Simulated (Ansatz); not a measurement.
**H3S+ (sulfonium): levels of theory compared**

We compute a comparison of 6 runs (UHF/6-31G, B3LYP/6-31G, UB3LYP/3-21G, revPBE/3-21G, MP2/6-31G, UCCSD(T)/3-21G) of H3S+ (sulfonium). 

The results are computed with Ansatz 0.2.0.

9 further runs of the same task are left out: 7 that didn't finish, 2 set aside as unsound or not needed.

### Step 1. Starting point

H3S+ has 4 atoms, charge +1, and is taken as a singlet. As SMILES, `[SH3+]`. The H2–S1 distance was set to 1.694 Å, away from the relaxed value.

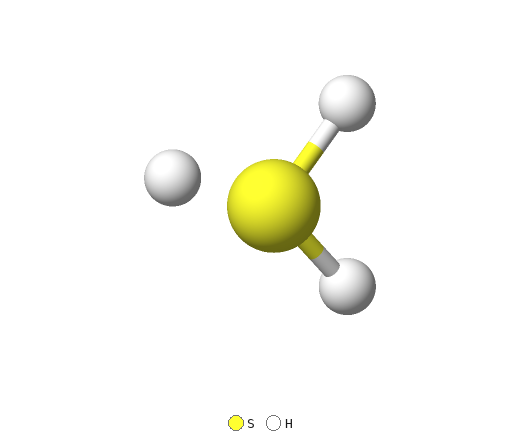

Viewed from a chosen angle; sulfur yellow, hydrogen white.

### Step 2. A single-point energy at UHF/6-31G (run 1)

The input, run.yaml:

```yaml
crystal:
  periodic: [false, false, false]
  atoms:
    - {symbol: S, position_ang: [0.165024, -0.196365, -0.741017]}
    - {symbol: H, position_ang: [0.848020, 0.280920, 0.734350]}
    - {symbol: H, position_ang: [-0.630746, -1.133385, -0.170037]}
    - {symbol: H, position_ang: [-0.792096, 0.762465, -0.708507]}
basis:
  gaussian:
    orbitals: 6-31G
total_charge: 1
magnetization:
  spin_polarized: true
hamiltonian:
  xc: hf
accuracy: high
```

Launch:

```console
$ ansatz run run.yaml --threads 1 --pin off --max-ram 2610MiB --events-out events.jsonl --progress --plain --runs-dir runs
```

Standard output:

```text
Warning: RAYON_NUM_THREADS=1 ignored (pool sized by the plan → 1); use --threads N
Functional definition: HF
  name "HF"
  exchange = exact_x
  correlation = 0
409 factors; integrals over basis functions are off by at most 3.3e-9 eV
mean field evaluation 1: about -10852.0530 eV, gradient 1.1e1 eV
mean field evaluation 2: about -10852.0512 eV, gradient 1.1e1 eV
mean field evaluation 4: about -10853.1387 eV, gradient 5.4e-1 eV
mean field evaluation 8: about -10853.1425 eV, gradient 4.7e-7 eV
mean field evaluation 16: about -10852.2522 eV, gradient 4.3e0 eV
mean field -10853.14248988 eV, -398.8456299790 hartree, gradient 1.5e-8 eV, S^2 0.000000; 0 other end points of the search recorded, 0 dependent functions left out
reference -10853.14248988 eV, -398.8456299790 hartree; 9, 9 occupied and 10, 10 virtual orbitals, 409 factors
Total energy: -10853.14248988 eV, -398.8456299790 hartree
```

Wall time 0.14 s (1 thread of Arm Neoverse V2, shared host).

### Step 3. A single-point energy at B3LYP/6-31G (run 2)

The input, in.yaml:

```yaml
crystal:
  periodic: [false, false, false]
  atoms:
    - {symbol: S, position_ang: [0.165024, -0.196365, -0.741017]}
    - {symbol: H, position_ang: [0.848020, 0.280920, 0.734350]}
    - {symbol: H, position_ang: [-0.630746, -1.133385, -0.170037]}
    - {symbol: H, position_ang: [-0.792096, 0.762465, -0.708507]}
basis:
  gaussian: {orbitals: 6-31G}
total_charge: 1
hamiltonian: {xc: {name: B3LYP}}
accuracy: high
```

Launch:

```console
$ ansatz run in.yaml --threads 1 --pin off --max-ram 2610MiB --events-out events.jsonl --progress --plain --runs-dir runs
```

Standard output:

```text
Warning: RAYON_NUM_THREADS=1 ignored (pool sized by the plan → 1); use --threads N
Functional definition: B3LYP
  name "B3LYP"
  parameter a0 = 0.2
  parameter ax = 0.72
  parameter ac = 0.81
  exchange = (1 - a0 - ax)*slater_x + ax*b88_x + a0*exact_x
  correlation = (1 - ac)*vwn_rpa_c + ac*lyp_c
409 factors; integrals over basis functions are off by at most 3.3e-9 eV
mean field evaluation 1: about -10870.8488 eV, gradient 2.6e1 eV
mean field evaluation 2: about -10869.5118 eV, gradient 3.3e1 eV
mean field evaluation 4: about -10873.4133 eV, gradient 3.5e-1 eV
mean field evaluation 8: about -10873.4021 eV, gradient 2.0e-4 eV
mean field -10873.40206169 eV, -399.5901555103 hartree, gradient 4.5e-8 eV, S^2 0.000000; 0 other end points of the search recorded, 0 dependent functions left out
reference -10873.40208791 eV, -399.5901564740 hartree; 9, 9 occupied and 10, 10 virtual orbitals, 409 factors
Total energy: -10873.40208791 eV, -399.5901564740 hartree
```

It took 0.64 s on 1 thread of Arm Neoverse V2, shared host.

Runs 3 to 5 aren't shown in full; the table further down has their settings and results.

### Step 4. The energy at UCCSD(T)/3-21G (run 6)

in.yaml, as its differences from that of step 3:

```diff
@@ -8,5 +8,7 @@
 basis:
-  gaussian: {orbitals: 6-31G}
+  gaussian: {orbitals: 3-21G.json}
 total_charge: 1
-hamiltonian: {xc: {name: B3LYP}}
+magnetization: {spin_polarized: true, initial_magnetization: 0}
+correlation: {method: ccsd_t, frozen_orbitals: {H: 0, S: 5}}
 accuracy: high
+scf: {omitted_lower_state_checks: [cluster_reference, increment]}
```

The basis set 3-21G is read from a file made from the Basis Set Exchange's data (not shown).

Launch:

```console
$ ansatz run in.yaml --threads 1 --pin off --max-ram 2610MiB --events-out events.jsonl --progress --plain --runs-dir runs
```

Standard output:

```text
Warning: RAYON_NUM_THREADS=1 ignored (pool sized by the plan → 1); use --threads N
Functional definition: HF
  name "HF"
  exchange = exact_x
  correlation = 0
these checks for a lower state are left out or cut short: cluster_reference, increment
362 factors; integrals over basis functions are off by at most 4.5e-9 eV
mean field evaluation 1: about -10799.7692 eV, gradient 1.1e1 eV
mean field evaluation 2: about -10799.7629 eV, gradient 1.1e1 eV
mean field evaluation 4: about -10800.7770 eV, gradient 5.1e-1 eV
mean field evaluation 8: about -10800.7798 eV, gradient 8.7e-7 eV
mean field evaluation 16: about -10800.7057 eV, gradient 9.0e-1 eV
mean field -10800.77976189 eV, -396.9213352179 hartree, gradient 1.2e-8 eV, S^2 0.000000; 2 other end points of the search recorded, 0 dependent functions left out
5 core orbitals not correlated: weight in the atoms' cores, before any rotation towards them, 1.000 or more for the frozen orbitals, at most 0.000 for the correlated occupied ones
reference -10800.77976189 eV, -396.9213352179 hartree; 4, 4 occupied and 10, 10 virtual orbitals, 362 factors
second order -2.05949667 eV of doubles, -0.00000000 eV of singles
cycle   1  -2.44838894 eV  change   -3.9e-1 eV  update   5.7e-2
cycle   2  -2.67336978 eV  change   -2.2e-1 eV  update   2.5e-2
cycle   3  -2.68293260 eV  change   -9.6e-3 eV  update   4.6e-3
cycle   4  -2.68342267 eV  change   -4.9e-4 eV  update   1.6e-3
cycle   5  -2.68346312 eV  change   -4.0e-5 eV  update   5.5e-4
cycle   6  -2.68340849 eV  change    5.5e-5 eV  update   1.6e-4
cycle   7  -2.68344759 eV  change   -3.9e-5 eV  update   4.2e-5
cycle   8  -2.68344489 eV  change    2.7e-6 eV  update   1.2e-5
cycle   9  -2.68344015 eV  change    4.7e-6 eV  update   3.1e-6
cycle  10  -2.68344021 eV  change   -6.4e-8 eV  update   6.1e-7
cycle  11  -2.68344012 eV  change    9.0e-8 eV  update   1.3e-7
cycle  12  -2.68344016 eV  change   -4.3e-8 eV  update   3.4e-8
cycle  13  -2.68344016 eV  change    7.5e-9 eV  update   1.7e-8
cycle  14  -2.68343880 eV  change    1.4e-6 eV  update   2.4e-7
cycle  15  -2.68343825 eV  change    5.5e-7 eV  update   1.0e-7
cycle  16  -2.68343813 eV  change    1.2e-7 eV  update   2.6e-8
cycle  17  -2.68343812 eV  change    2.1e-9 eV  update   6.9e-9
cycle  18  -2.68343813 eV  change   -4.7e-9 eV  update   2.8e-9
cycle  19  -2.68343813 eV  change   2.7e-10 eV  update  5.1e-10
perturbative correction -0.02435428 eV, -0.0008950031 hartree
Total energy: -10803.48755429 eV, -397.0208447534 hartree
Checks for a lower state left out: cluster_reference, increment
```

Wall time 0.18 s (1 thread of Arm Neoverse V2, shared host).

### Step 5. Overview of the runs

| run | level | frozen core orbitals | energy (Eh) | wall time |
| --- | --- | --- | --- | --- |
| 1 | UHF/6-31G | – | -398.845630 | 0.14 s |
| 2 | B3LYP/6-31G | – | -399.590156 | 0.64 s |
| 3 | UB3LYP/3-21G | – | -397.648419 | 0.89 s |
| 4 | revPBE/3-21G | – | -397.560391 | 0.52 s |
| 5 | MP2/6-31G | 5 | -398.917382 | 0.14 s |
| 6 | UCCSD(T)/3-21G | 5 | -397.020845 | 0.18 s |

### Step 6. What came out

| quantity | value |
| --- | --- |
| run 6: total energy | -397.02084 Eh |
| run 6: correlation energy (5 core orbitals frozen) | -99.5 mEh |
| run 6: (T) correction | -0.90 mEh |
| run 6: T1 diagnostic | 0.011 |

What this shows: Totals of different functionals can't be ranked against each other. All runs together took 2.5 s, the longest 0.89 s.
